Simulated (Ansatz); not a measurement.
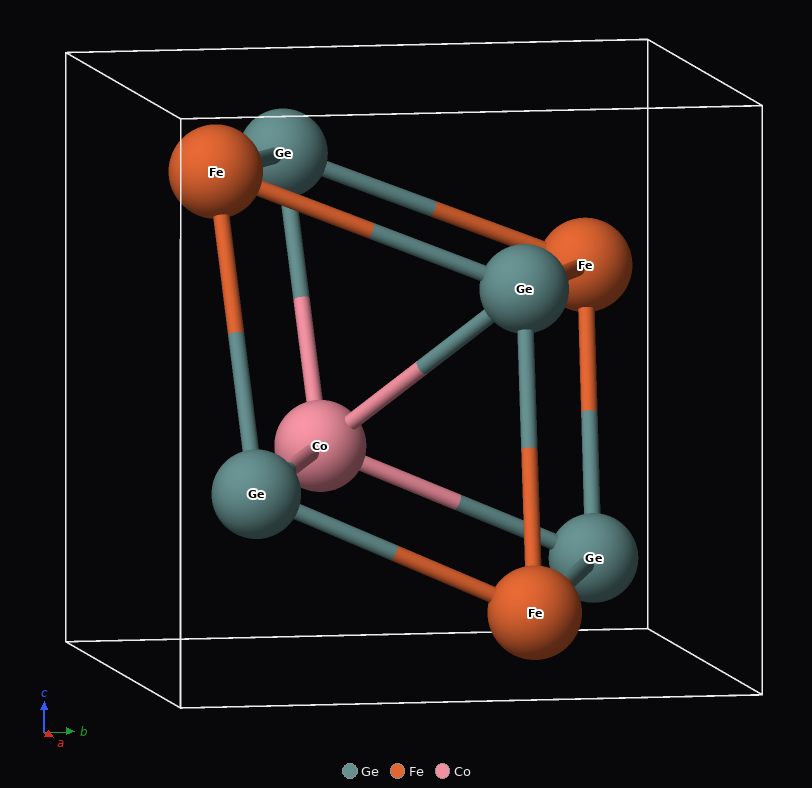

This ball-and-stick model is shown slightly off an axis. The parallelepiped is the simulation cell.

```yaml
crystal:
  lattice:
    - [3.29401, 1.90180, 2.69041]
    - [-3.29401, 1.90180, 2.69041]
    - [0.00000, -3.80360, 2.69041]
  atoms:
    - { symbol: Ge, position: [0.83956, 0.16182, 0.34125] }
    - { symbol: Ge, position: [0.16182, 0.34125, 0.83957] }
    - { symbol: Ge, position: [0.65807, 0.65807, 0.65807] }
    - { symbol: Ge, position: [0.34125, 0.83957, 0.16182] }
    - { symbol: Fe, position: [0.13248, 0.86643, 0.63506] }
    - { symbol: Fe, position: [0.86643, 0.63506, 0.13248] }
    - { symbol: Fe, position: [0.63506, 0.13248, 0.86643] }
    - { symbol: Co, position: [0.36532, 0.36532, 0.36532] }
```

Setup: Ansatz, DFT PBE, scalar-relativistic, plane waves, PAW; a cutoff energy of 420 eV, 12×12×12 k-mesh, Gaussian smearing of 0.1 eV, collinear spins. The state is ferromagnetic.

List the Bader charges.

Answer. Fe +0.05 e; Co -0.13 e; Ge -0.03 to 0.00 e. Little charge moves, as in a metallic or covalent solid.

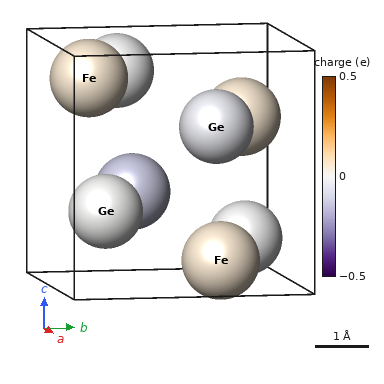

The atoms coloured by those charges.

The structure comes from a structure type filled with these elements by a generator (whether the compound takes this form wasn't checked). Earlier steps of the study may have refined or changed the cell and positions. Ansatz was used for an electronic-structure calculation on it.
